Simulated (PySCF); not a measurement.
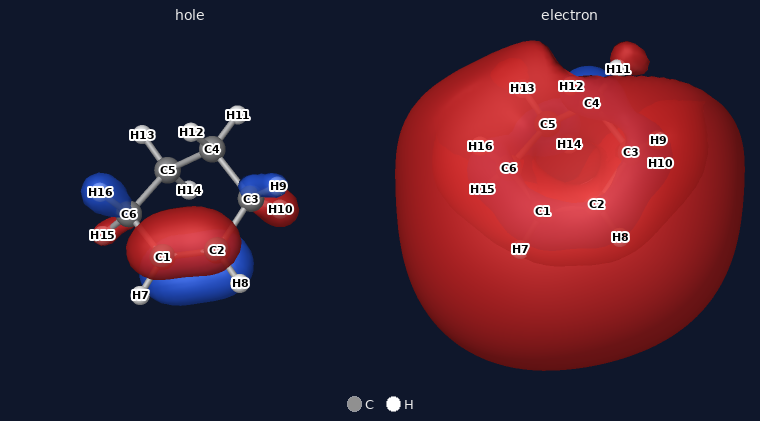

Figure. C6H10, SMILES `C1=CCCCC1`. Leading natural transition orbital pair of S₁ (TDA singlet states); the surfaces enclose about 70 % of each orbital's density.

Computed with PySCF, CAM-B3LYP/6-31+G*, geometry: GFN2-xTB. No frequency check shows the geometry to be a minimum.

Cartesian coordinates (Å):

```
C1       0.6590   -1.2911   -0.0527
C2      -0.6590   -1.2911    0.0527
C3      -1.4838   -0.0423    0.1171
C4      -0.6837    1.1757   -0.3374
C5       0.6837    1.1757    0.3374
C6       1.4838   -0.0423   -0.1171
H7       1.2049   -2.2233   -0.1084
H8      -1.2049   -2.2233    0.1084
H9      -2.3765   -0.1615   -0.5025
H10     -1.8263    0.1020    1.1478
H11     -1.2277    2.0917   -0.0977
H12     -0.5485    1.1371   -1.4205
H13      1.2277    2.0917    0.0977
H14      0.5485    1.1371    1.4205
H15      2.3765   -0.1615    0.5025
H16      1.8263    0.1020   -1.1478
```

Q: Where does the state lie, and where do hole and electron sit?

A: 6.36 eV (195 nm), f = 0.016, diffuse (Rydberg-like) orbital; the leading pair carries 100 %; hole on C1 and C2 (35 % each) and C3 and C6 (6 % each), electron on C1 and C2 (18 % each), H7 and H8 (11 % each) and C3 and C6 (8 % each) (atom shares of so diffuse an orbital are rough); their centroids lie 0.5 Å apart. In canonical orbitals it is mainly HOMO → LUMO (69 %). The HOMO–LUMO gap is 9.14 eV.

Cost of the run: 3.6 min on 1 thread of Intel(R) Xeon(R) Platinum 8375C CPU @ 2.90GHz (Ice Lake), with other jobs on the host, peak memory 0.74 GiB.
